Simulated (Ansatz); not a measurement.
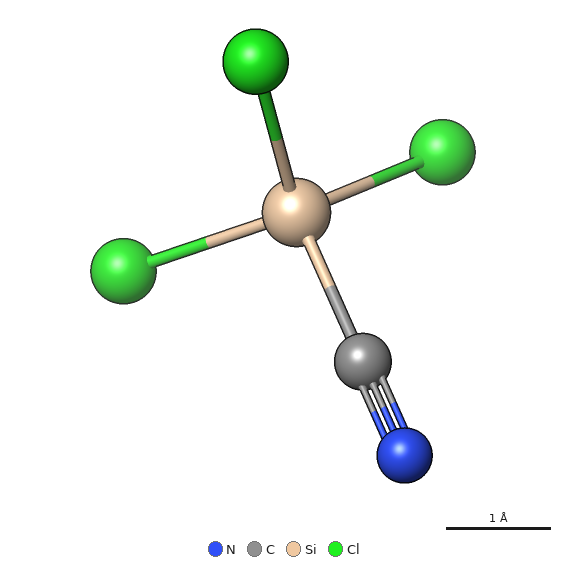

Ball-and-stick drawing of a structure.

Question: Count the atoms of each element.

Answer: CCl₃NSi, 6 atoms: 1 carbon, 3 chlorine, 1 nitrogen and 1 silicon.

Question: Name functional groups in it.

Answer: Among them: nitrile.

Question: Count the bonded pairs by element.

Answer: 3 Cl–Si, 1 C–N, 1 C–Si.

More results for the same structure follow; atom numbers are the same in all pictures, views and colours differ. The geometry was computed by an optimisation with PBE0-D4/def2-TZVP.

**Shape**

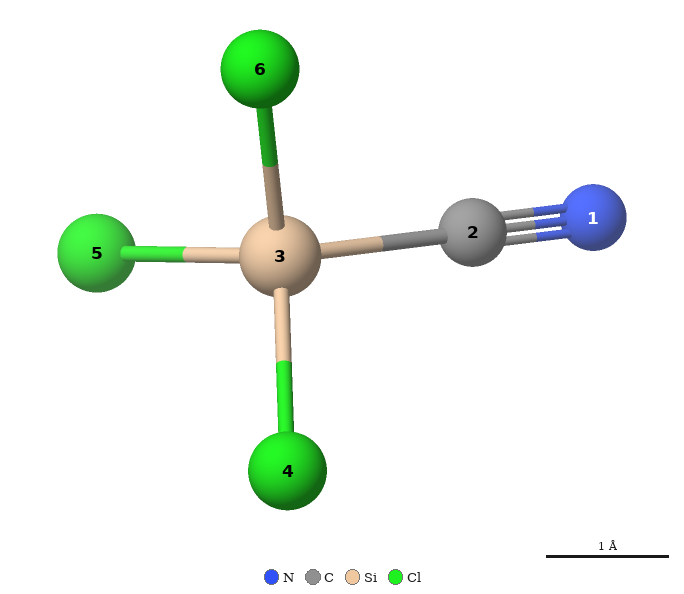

The atoms are numbered.

Give the bond lengths.

```json
{"bond": "N1–C2", "length (Å)": "1.151", "order": "triple"}
{"bond": "C2–Si3", "length (Å)": "1.833", "order": "single"}
{"bond": "Si3–Cl4", "length (Å)": "2.014", "order": "single"}
{"bond": "Si3–Cl5", "length (Å)": "2.014", "order": "single"}
{"bond": "Si3–Cl6", "length (Å)": "2.014", "order": "single"}
```

**Vibrations**

Harmonic vibrations computed with RKS PBE0-D4/def2-TZVP (Ansatz 0.2.0) at a stationary point of the same level.

Question: List the wavenumbers.

Answer: 12 modes: 107, 107, 179, 179, 220, 374, 374, 437, 641, 641, 665, 2342 cm⁻¹.

**Electronic properties**

Level of theory: RKS BHLYP-D4/def2-TZVPP (Ansatz 0.2.0).

Predict the main results.

- HOMO energy (Kohn–Sham orbital): −11.19 eV
- LUMO energy (Kohn–Sham orbital): −0.24 eV
- HOMO–LUMO gap: 10.95 eV

**Charges**

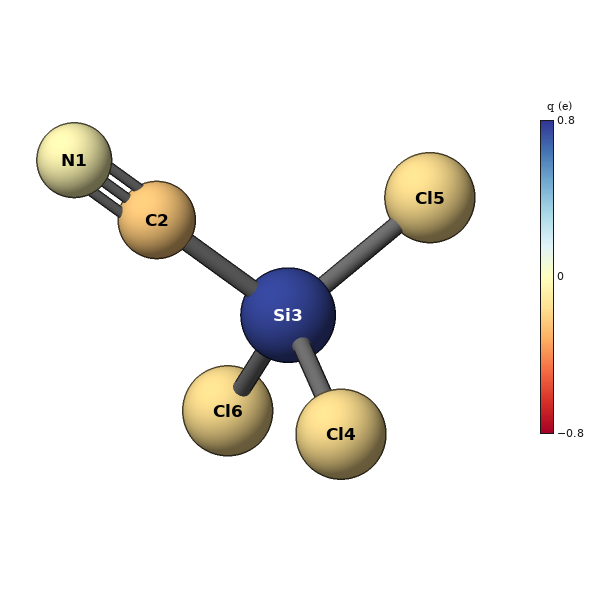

Atoms are coloured by their Mulliken charges. Method: RKS r2SCAN-D4/def2-TZVPP (Ansatz 0.2.0).

Give the Mulliken charges atom by atom.

| atom | value (e) |
| --- | --- |
| N1 | −0.04 |
| C2 | −0.23 |
| Si3 | 0.75 |
| Cl4 | −0.16 |
| Cl5 | −0.16 |
| Cl6 | −0.16 |

Mulliken values depend strongly on the basis set and can even reverse the polarity of a bond.
